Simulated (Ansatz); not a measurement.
**GaHClOF (SMILES [OH][Ga]([F])[Cl]) at CAM-B3LYP/def2-SVPD**

Aim: the vertical electron affinity of GaHClOF at CAM-B3LYP/def2-SVPD, from 2 runs. 

The calculation is run with Ansatz 0.2.0.

93 further runs of the same task are left out: 93 set aside as unsound or not needed. Runs told in other sessions of the task aren't counted.

## Step 1: Starting point

The species is GaHClOF (5 atoms), meant as a singlet with charge 0. SMILES: `[OH][Ga]([F])[Cl]`. The coordinates come from a PBE0-D4/def2-TZVP relaxation. This is one conformer, not always the lowest.

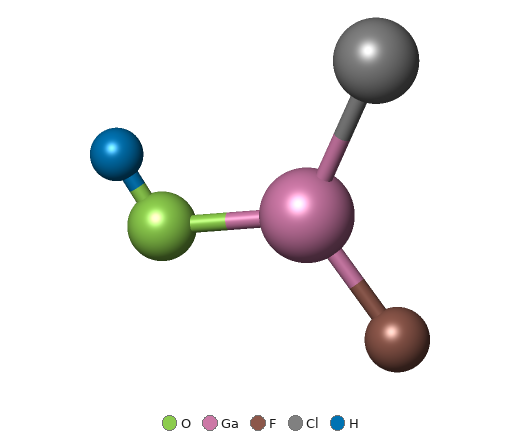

Viewed from a chosen angle; oxygen green, gallium pink, fluorine brown, chlorine grey, hydrogen blue.

## Step 2: A single-point energy at CAM-B3LYP/def2-SVPD

Contents of job.yaml:

```yaml
crystal:
  periodic: [false, false, false]
  atoms:
    - {symbol: O, position_ang: [-0.411400, -1.212900, 0.567400]}
    - {symbol: Ga, position_ang: [0.024700, 0.194000, -0.397200]}
    - {symbol: F, position_ang: [-0.341800, 0.143700, -2.089800]}
    - {symbol: Cl, position_ang: [0.960300, 1.923100, 0.382300]}
    - {symbol: H, position_ang: [-0.182000, -1.121400, 1.495800]}
basis:
  gaussian:
    orbitals: def2-SVPD
hamiltonian:
  xc: {name: CAM-B3LYP}
accuracy: high
output:
  orbitals: {seedname: orbitals}
```

Command:

```sh
$ ansatz run job.yaml --threads 1 --pin off --max-ram 3480MiB --events-out events.jsonl --progress --plain --runs-dir runs
```

The program printed:

```text
Warning: RAYON_NUM_THREADS=1 ignored (pool sized by the plan → 1); use --threads N
Functional definition: CAM-B3LYP
  name "CAM-B3LYP"
  parameter alpha = 0.19
  parameter beta = 0.46
  parameter omega = 0.33/bohr
  parameter ac = 0.81
  exchange = (1 - alpha - beta)*b88_x + beta*b88_x_sr(omega) + alpha*exact_x + beta*exact_x_lr(omega)
  correlation = (1 - ac)*vwn5_c + ac*lyp_c
2245 factors; integrals over basis functions are off by at most 4.4e-9 eV
556 factors; integrals over basis functions are off by at most 1.6e-9 eV
mean field evaluation 1: about -69665.6449 eV, gradient 6.6e1 eV
mean field evaluation 2: about -69653.9363 eV, gradient 1.1e2 eV
mean field evaluation 4: about -69672.8144 eV, gradient 4.2e0 eV
mean field evaluation 8: about -69672.9048 eV, gradient 2.5e-1 eV
mean field evaluation 16: about -69672.9050 eV, gradient 4.3e-5 eV
mean field -69672.90498807 eV, -2560.4320323205 hartree, gradient 1.1e-8 eV, S^2 0.000000; 0 other end points of the search recorded, 0 dependent functions left out
reference -69672.90500568 eV, -2560.4320329676 hartree; 33, 33 occupied and 86, 86 virtual orbitals, 2245 factors
Total energy: -69672.90500568 eV, -2560.4320329676 hartree
```

Run time: 14 s. Hardware: 1 thread of Arm Neoverse V2, shared host; peak memory 0.55 GiB.

## Step 3: The doublet anion at the same level

Contents of molecule.yaml:

```yaml
crystal:
  periodic: [false, false, false]
  atoms:
    - {symbol: O, position_ang: [-0.411400, -1.212900, 0.567400]}
    - {symbol: Ga, position_ang: [0.024700, 0.194000, -0.397200]}
    - {symbol: F, position_ang: [-0.341800, 0.143700, -2.089800]}
    - {symbol: Cl, position_ang: [0.960300, 1.923100, 0.382300]}
    - {symbol: H, position_ang: [-0.182000, -1.121400, 1.495800]}
basis:
  gaussian: {orbitals: def2-SVPD}
total_charge: -1
magnetization: {spin_polarized: true, initial_magnetization: 1}
hamiltonian: {xc: {name: CAM-B3LYP}}
accuracy: high
output: {orbitals: {seedname: orbitals}}
```

Command:

```sh
$ ansatz run molecule.yaml --threads 1 --pin off --max-ram 3480MiB --events-out events.jsonl --progress --plain --runs-dir runs
```

The program printed, shortened:

```text
Warning: RAYON_NUM_THREADS=1 ignored (pool sized by the plan → 1); use --threads N
Functional definition: CAM-B3LYP
  name "CAM-B3LYP"
[...]
2246 factors; integrals over basis functions are off by at most 4.4e-9 eV
556 factors; integrals over basis functions are off by at most 1.6e-9 eV
[...]
mean field -69673.22961046 eV, -2560.4439619730 hartree, gradient 5.1e-8 eV, S^2 0.751629; 2 other end points of the search recorded, 0 dependent functions left out
reference -69673.22962525 eV, -2560.4439625169 hartree; 34, 33 occupied and 85, 86 virtual orbitals, 2246 factors
Total energy: -69673.22962525 eV, -2560.4439625169 hartree
```

Wall time 33 s (1 thread of Arm Neoverse V2, shared host); peak memory 0.79 GiB.

## Step 4: Summary of results

Level: CAM-B3LYP/def2-SVPD.

```
                                         quantity           value
                    singlet GaHClOF: total energy  -2560.43203 Eh
                     singlet GaHClOF: HOMO energy       -11.22 eV
                     singlet GaHClOF: LUMO energy        -1.09 eV
                   singlet GaHClOF: HOMO–LUMO gap        10.13 eV
                      doublet anion: total energy  -2560.44396 Eh
doublet anion: HOMO energy (highest over α and β)         0.40 eV
 doublet anion: LUMO energy (lowest over α and β)         3.39 eV
                              doublet anion: ⟨S²⟩           0.752
vertical electron affinity (to the doublet anion)        0.325 eV
```

At fixed nuclei the extra electron is bound by 0.32 eV (7.5 kcal/mol). The HOMO (doublet anion) lies at positive energy, 0.40 eV, from the functional's self-interaction, a short basis or an electron that isn't bound; only total energies against the neutral tell.
